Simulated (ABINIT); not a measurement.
# CsSnI3 (Pm-3m): G0W0 in ABINIT against the bands in the self-energy, part 2 of 2

Aim: move the bands in the self-energy of a G0W0 run on CsSnI3 (Pm-3m) over a wide range.

ABINIT 10.8.3; PBE and many-body steps on it, plane waves. Known limits of the many-body steps: not at the basis limit; exchange with frozen shells missing; screening runs away on this mesh; no spin-orbit coupling; coarse k mesh.

So far. Step 2 (Screening, 2×2×2 mesh, 586 bands, screening to 176.9 eV): Local fields lower ε∞ by 19 %. The value itself is an artefact of the mesh, where one narrow direct gap carries too much weight.

## (6) 164 bands

Level of this step: G0W0 on PBE, plane waves, norm-conserving pseudopotentials (ABINIT).

The self-energy is evaluated for the states that the input lists, and the levels follow from it, in one-shot runs by the linearised quasiparticle equation.

run.abi

```
acell 3*1.0 Angstrom
rprim 
  6.286228000000 0.000000000000 0.000000000000
  0.000000000000 6.286228000000 0.000000000000
  0.000000000000 0.000000000000 6.286228000000
ntypat 3
znucl 55 50 53
natom 5
typat 1 2 3 3 3
xred 
  0.500000000000 0.500000000000 0.500000000000
  0.000000000000 0.000000000000 0.000000000000
  0.500000000000 0.000000000000 0.000000000000
  0.000000000000 0.000000000000 0.500000000000
  0.000000000000 0.500000000000 0.000000000000
pp_dirpath "pseudos"
pseudos "Cs.upf, Sn.upf, I.upf"
ecut 32
ngkpt 2 2 2
nshiftk 1
shiftk 0 0 0
kptopt 1
chksymbreak 0
istwfk *1
occopt 1
irdwfk 1
optdriver 4
nband 164
gwcalctyp 0
ecutsigx 32
symsigma 1
nkptgw 2
kptgw 
  0.5000000000 0.5000000000 0.5000000000
  0.0000000000 0.0000000000 0.0000000000
bdgw 
  19 25
  20 25
ecuteps 6.5
irdscr 1
ppmodel 1
indata_prefix "in"
outdata_prefix "out"
tmpdata_prefix "tmp"
```

Run with:

```sh
OMP_NUM_THREADS=1 mpirun -n 8 abinit run.abi > log
```

What it wrote:

```text
.Version 10.8.3 of ABINIT. v10.8.2 released Aug 2026.

 Symmetries : space group Pm -3 m (#221); Bravais cP (primitive cubic)
[... echo of the input left out ...]
== DATASET  1 ==================================================================
-   mpi_nproc: 8, omp_nthreads: 1 (-1 if OMP is not activated)

--- !DatasetInfo
iteration_state: {dtset: 1, }
dimensions: {natom: 5, nkpt: 4, mband: 164, nsppol: 1, nspinor: 1, nspden: 1, mpw: 14592, }
cutoff_energies: {ecut:  32.0, pawecutdg:  -1.0, }
[...]
Band     E0 <VxcDFT>   SigX SigC(E0)      Z dSigC/dE  Sig(E)    E-E0       E
[...]
24   5.326  -6.045  -2.592  -3.221   0.818  -0.222  -5.855   0.190   5.516
       25   5.326  -6.045  -2.592  -3.221   0.818  -0.222  -5.855   0.190   5.516

== END DATASET(S) ==============================================================
================================================================================

 -outvars: echo values of variables after computation  --------
           etotal      0.0000000000E+00
            nband         164
             nkpt           4
          spgroup         221
 [... the other variables as echoed above ...]

 Calculation completed.
```

It took 92 s on 8 MPI ranks of Intel Xeon Platinum 8488C (Sapphire Rapids), shared host; peak memory 6.8 GiB; 12 min of CPU time.

This step gave:

* G0W0 gap on the points computed: 0.8330 eV
* starting gap on the mesh: 0.4710 eV
* k of the valence top: 0.5, 0.5, 0.5
* k of the conduction bottom: 0.5, 0.5, 0.5
* least direct G0W0 gap on the computed points: 0.8330 eV

The gap on the mesh goes from 0.47 eV to 0.83 eV, a correction of +0.36 eV.

## (7) 352 bands

run.abi: that of step 6 with these lines changed.

```diff
@@ -27,3 +27,3 @@
 optdriver 4
-nband 164
+nband 352
 gwcalctyp 0
```

What it wrote:

```text
.Version 10.8.3 of ABINIT. v10.8.2 released Aug 2026.

 Symmetries : space group Pm -3 m (#221); Bravais cP (primitive cubic)
[... echo of the input left out ...]
== DATASET  1 ==================================================================
-   mpi_nproc: 8, omp_nthreads: 1 (-1 if OMP is not activated)

--- !DatasetInfo
iteration_state: {dtset: 1, }
dimensions: {natom: 5, nkpt: 4, mband: 352, nsppol: 1, nspinor: 1, nspden: 1, mpw: 14592, }
cutoff_energies: {ecut:  32.0, pawecutdg:  -1.0, }
[...]
Band     E0 <VxcDFT>   SigX SigC(E0)      Z dSigC/dE  Sig(E)    E-E0       E
[...]
24   5.326  -6.045  -2.592  -3.346   0.817  -0.224  -5.957   0.088   5.414
       25   5.326  -6.045  -2.592  -3.346   0.817  -0.224  -5.957   0.088   5.414

== END DATASET(S) ==============================================================
================================================================================

 -outvars: echo values of variables after computation  --------
           etotal      0.0000000000E+00
            nband         352
             nkpt           4
          spgroup         221
 [... the other variables as echoed above ...]

 Calculation completed.
```

Elapsed: 3.2 min, on 8 MPI ranks; peak memory 8 GiB.

Numbers from this step:

| Property | Result |
| --- | --- |
| G0W0 gap on the points computed | 0.9350 eV |
| starting gap on the mesh | 0.4710 eV |
| k of the valence top | 0.5, 0.5, 0.5 |
| k of the conduction bottom | 0.5, 0.5, 0.5 |
| least direct G0W0 gap on the computed points | 0.9350 eV |

Against the run before, the gap moves by +0.102 eV.

## (8) 586 bands

run.abi: that of step 7 with these lines changed.

```diff
@@ -27,3 +27,3 @@
 optdriver 4
-nband 352
+nband 586
 gwcalctyp 0
```

What it wrote:

```text
.Version 10.8.3 of ABINIT. v10.8.2 released Aug 2026.

 Symmetries : space group Pm -3 m (#221); Bravais cP (primitive cubic)
[... echo of the input left out ...]
== DATASET  1 ==================================================================
-   mpi_nproc: 8, omp_nthreads: 1 (-1 if OMP is not activated)

--- !DatasetInfo
iteration_state: {dtset: 1, }
dimensions: {natom: 5, nkpt: 4, mband: 586, nsppol: 1, nspinor: 1, nspden: 1, mpw: 14592, }
cutoff_energies: {ecut:  32.0, pawecutdg:  -1.0, }
[...]
Band     E0 <VxcDFT>   SigX SigC(E0)      Z dSigC/dE  Sig(E)    E-E0       E
[...]
24   5.326  -6.045  -2.592  -3.385   0.817  -0.224  -5.989   0.056   5.382
       25   5.326  -6.045  -2.592  -3.385   0.817  -0.224  -5.989   0.056   5.382

== END DATASET(S) ==============================================================
================================================================================

 -outvars: echo values of variables after computation  --------
           etotal      0.0000000000E+00
            nband         586
             nkpt           4
          spgroup         221
 [... the other variables as echoed above ...]

 Calculation completed.
```

It took 4.9 min on 8 MPI ranks; peak memory 9.4 GiB.

This step gave:

```
G0W0 gap on the points computed              : 0.964 eV
starting gap on the mesh                     : 0.4710 eV
k of the valence top                         : 0.5, 0.5, 0.5
k of the conduction bottom                   : 0.5, 0.5, 0.5
least direct G0W0 gap on the computed points : 0.964 eV
```

Against the run before, the gap moves by +0.029 eV.

## (9) Side by side

Times are wall times on 8 MPI ranks of Intel Xeon Platinum 8488C (Sapphire Rapids), shared host, good to a factor of about two. A run's time includes the screening step that it read.

```tsv
run	mesh	bands	screening cutoff (eV)	DFT gap (eV)	gap on the mesh (eV)	direct (eV)	ε∞ used	time
30 bands	2×2×2	30	176.9	0.471	0.675	0.675	115.34	4.8 min
39 bands	2×2×2	39	176.9	0.471	0.640	0.640	115.34	4.9 min
72 bands	2×2×2	72	176.9	0.471	0.716	0.716	115.34	5.1 min
164 bands	2×2×2	164	176.9	0.471	0.833	0.833	115.34	5.9 min
352 bands	2×2×2	352	176.9	0.471	0.935	0.935	115.34	7.6 min
586 bands	2×2×2	586	176.9	0.471	0.964	0.964	115.34	9.3 min
```

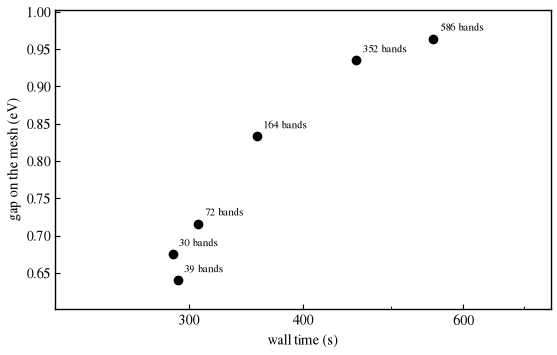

Result against wall time.

## (10) Summary of results

```
30 bands     : 0.675 eV
39 bands     : 0.640 eV
72 bands     : 0.716 eV
164 bands    : 0.833 eV
352 bands    : 0.935 eV
586 bands    : 0.964 eV
known limits : not at the basis limit; exchange with frozen shells missing; screening runs away on this mesh; no spin-orbit coupling; coarse k mesh
```

What this shows: The setting moved: bands in the self-energy. From 30 bands to 586 bands the gap moves by +0.29 eV, not steadily: it passes through 0.64 eV. The last step still moves it by +0.029 eV. Bands and screening cutoff are coupled, so a series along one setting does not show full convergence. Bands and cutoff are finite, so the gap is not at the basis limit. The miss can reach some tenths of an eV and take either sign; the mesh is an error of its own. In the first G0W0 run levels were corrected at 2 k points alone, so a gap called «on the mesh» is the least over those, and an edge elsewhere would be missed. The 2×2×2 mesh is coarse for this cell, which bears on the long-range parts of exchange and screening. This is the ideal cubic cell; many perovskites, halides above all, are cubic only on average, and local tilts or off-centring can widen the gap. The norm-conserving file of at least one element keeps a d shell over frozen s and p shells of the same row. Exchange with those shells is missing from the self-energy, an error of 0.3 to 0.9 eV in cases checked, whose sign depends on which edge lies on those atoms. For the PBE start: On this mesh the RPA ε∞ passes 90, more than nearly any semiconductor shows; a coarse mesh does this where one point with a narrow direct gap carries much weight. The screening is then too strong, and the G0W0 gap should not be taken as the material's. The many-body steps are scalar-relativistic: spin-orbit coupling is not in them.

[Paths, hosts, dates, memory and timing lines, banners, echoed tables and standing remarks are left out of the program output.]

[Logs are printed without paths, hosts, clocks, repeated set-up lines and the standing remarks that a program may print on its own settings, such as how far it seeks lower states.]

[Runs of the session that timed out or met a known fault of the program may be left out.]

[No measured gap is set beside runs whose start may be inverted or whose files or cutoffs have a known fault.]

[Hosts, paths, dates, database ids (printed as entryN), source tags and the programs' standing remarks are cut or masked in the printed files.]

[G0W0 gaps are taken among the corrected bands and points alone; a level outside them can change the order at an edge.]

[Where Ansatz stands beside ABINIT at settings called matched, ABINIT's density can come from a denser mesh and the files from another edition; pairs whose starting gaps differed by over 0.03 eV were left out, so agreement reads better than it is.]
